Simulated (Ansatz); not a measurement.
## Electronic structure of F₄Ti in real space

Input

```
crystal:
  periodic: [false, false, false]
  atoms:
    - { symbol: Ti, position_ang: [0.0, 0.0, 0.0] }
    - { symbol: F, position_ang: [0.0, 0.0, 1.83] }
    - { symbol: F, position_ang: [1.7257, 0.0, -0.6094] }
    - { symbol: F, position_ang: [-0.8619, 1.4933, -0.6094] }
    - { symbol: F, position_ang: [-0.8619, -1.4933, -0.6094] }
basis:
  gaussian: { orbitals: def2-SVP }
hamiltonian:
  xc: pbe0
  dispersion: d4
relax:
  f_tol: 0.02
  max_steps: 40
output:
  orbitals: {}
```

Run with:

```sh
ansatz run input.yaml --threads 1 --pin off --max-ram 2048MiB --backend cpu --events-out ev --progress --plain --runs-dir out
```

The fields are those of the run's last geometry, not of the input's.

Theory: RKS PBE0-D4/def2-SVP in Ansatz 0.2.0.

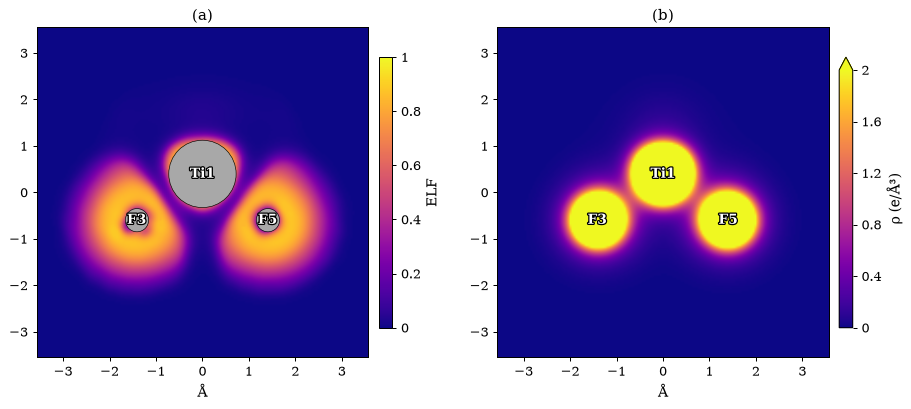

Figure 1. (a) electron localisation function; (b) total electron density on the plane of atoms F3, Ti1 and F5. Grey discs cover the atomic cores in the ELF map.

Q: What does the map show?

A:
- The section cuts through Ti and F sites.
- Ti–F (1.73 Å): the density is about 1.1 e/Å³ at the midpoint; the ELF peaks at about 0.85 in the valence shell of F, 0.5 Å from its nucleus, and drops to about 0.20 between the two atoms.

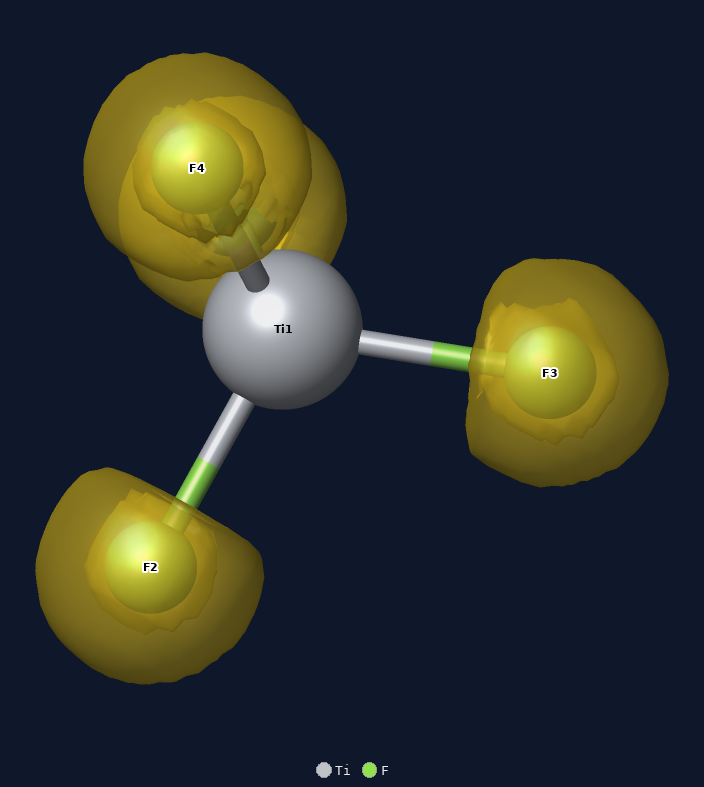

Figure 2. Isosurface of the ELF at 0.8 (yellow), seen across its widest extent. Core shells and regions of very low density are left out.

Q: Where are the electrons localised?

A: The ELF exceeds this value in four regions wrapped around F (the valence shell of each).

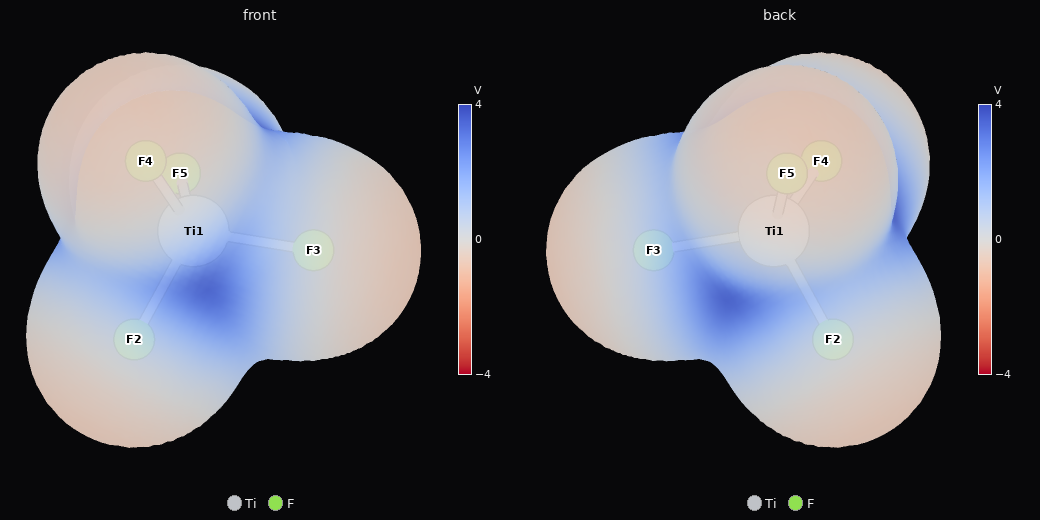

Figure 3. The molecular electrostatic potential painted on the density surface at 0.002 e/bohr³, seen from the front and from behind; the colour scale runs from red (negative) to blue (positive).

Q: Describe the electrostatic potential map.

A: The most negative region (about −0.6 V) lies over F2, F3, F4 and F5, the most positive (about +3.4 V) over Ti1.
